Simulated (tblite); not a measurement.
# C2H13NSSi4: the cost of one run

The runs use tblite 0.8.0 and PySCF 2.14.0, with density-fitted response routines of our own; the level of theory stands in each step. All values are computed, except where a source is named. Atoms count from 0, in the outputs and in this text.

**1. The molecule as given**

21 atoms, charge 0, multiplicity 1; geometry from: force field or distance geometry start.

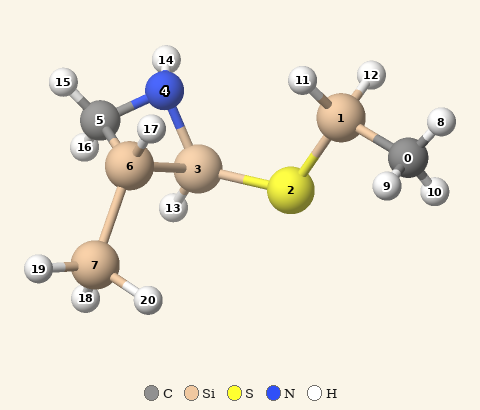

As it starts; carbon grey, silicon light orange, sulfur yellow, nitrogen blue, hydrogen white, atoms numbered.

**2. Geometry optimisation with GFN2-xTB**

Job settings and geometry (Å):

```
{"job": {"kind": "relax", "xc": "GFN2-xTB", "basis": "xTB"}, "charge": 0, "multiplicity": 1}
C      3.958300     0.211300    -1.199300
Si     2.704400    -0.401700     0.057400
S      1.301200     1.134200     0.358500
Si    -0.529700     0.606500     1.184100
N     -0.853800    -1.044600     1.734800
C     -2.272800    -0.838900     1.414600
Si    -1.767400    -0.516100    -0.321100
Si    -2.862600     0.985200    -1.490700
H      4.817400    -0.482300    -1.295100
H      3.472600     0.264900    -2.200600
H      4.301300     1.225000    -0.942400
H      2.157600    -1.662200    -0.434400
H      3.422300    -0.593700     1.346700
H     -1.274600     1.675600     1.837000
H     -0.747100    -1.245800     2.746400
H     -2.838200    -1.788300     1.589500
H     -2.771400    -0.040900     1.978700
H     -1.080400    -1.577800    -1.027400
H     -3.296200     2.105800    -0.627000
H     -3.956400     0.423300    -2.275300
H     -1.893400     1.577400    -2.434800
```

The run is started by

```console
OMP_NUM_THREADS=1 python probes_run.py task.json out
```

This one command runs all jobs of the session in turn.

**Question.** How long does this first job take on 1 thread of Arm Neoverse N1, shared host, and how much memory does it need?

About 4.2 s, with a peak of 0.18 GiB.
